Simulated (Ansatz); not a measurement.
## Amorphous Si24O48Au

A CHGNet melt-quench gave the starting glass, which DFT then relaxed. O atoms were pushed apart under 1.9 Å during the dynamics, to hinder bonds among them. The hot cell started wider than the set density and was brought back towards it in steps. It is the lowest in DFT energy of 2 quenches. It is a model cell: composition and starting density were chosen by hand, and all elements were melted together. No dispersion term was used.

Methods: PBE, scalar-relativistic without spin-orbit coupling (Ansatz, an electronic-structure program); r2SCAN, scalar-relativistic without spin-orbit coupling (Ansatz); HSE06, scalar-relativistic without spin-orbit coupling (Ansatz). Geometry, pressure, stress and energy are those of the PBE run. Its sampling: a 2×2×2 Γ-centred mesh; Fermi-Dirac width 0.02 eV; collinear spin, started from a total moment of 1 μB (at the end a net moment of 1.0 μB). Other functionals are single points at the zone centre (r2SCAN at 500 eV; exact exchange cut at the cell's faces), free to take moments where seeds were set. In the spin-polarised cell the level spacing at the Fermi energy can part levels of unlike spin. At PBE the levels at both edges of the gap are localised (band-tail or defect states), and the nearest spread-out levels lie 5.2 eV apart at the zone centre.

| Property | Value |
|---|---|
| Number of atoms in the cell | 73 |
| Density (volume relaxed, without dispersion) | 2.36 g/cm³ |
| Volume per atom | 15.77 Å³ |
| Pressure on a 2×2×2 Γ-centred mesh | -0.02 GPa |
| Largest force and stress component on that mesh (the relaxation ran on the zone centre alone) | 0.06 eV/Å and 1.7 GPa |
| Level spacing at the Fermi energy on a 2×2×2 Γ-centred mesh (PBE) | 0.64 eV |
| Level spacing at the Fermi energy at the zone centre (PBE) | 0.68 eV |
| Level spacing at the Fermi energy at the zone centre (r2SCAN) | 1.24 eV |
| Level spacing at the Fermi energy at the zone centre (HSE06) | 1.89 eV |
| Net moment | 1.00 μB |

Bonds are counted up to Si-Si 2.60 Å, Si-O 1.94 Å, Si-Au 2.72 Å, O-O 1.58 Å, O-Au 2.42 Å, Au-Au 2.99 Å. Two cations that share two anions don't count as bonded, nor two that share one unless they lie closer than Si-Si 2.38 Å, Si-Au 2.64 Å, Au-Au 2.91 Å.

The mean coordination of Si by anions is 4.00 (24 with 4); 1 close contacts or bonds to cations besides and the mean coordination of O is 2.02 (47 with 2, 1 with 3). The mean coordination of Au by anions is 1.00 (1 with 1); 1 close contacts or bonds to cations besides, the mean Si-O bond is 1.643 Å (spread 0.035 Å, 96 counted) and the bond angle at Si is mean 109.2°, spread 8.9°.

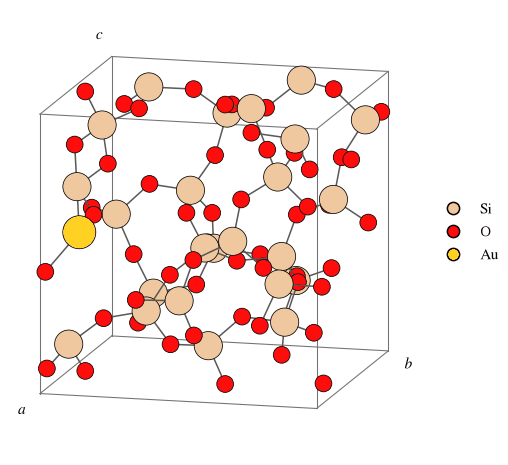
Figure. The relaxed cell

Its density started from a set value of 2.46 g/cm³. The simulated quench (nominally 320 K/ps over its main leg) is rapid and tends to freeze in more defects than a deposited or slowly cooled glass has. A cell of this size samples the disorder only roughly. The volume was free in the relaxation, at fixed shape. Stress components on the final sampling reach 1.7 GPa.
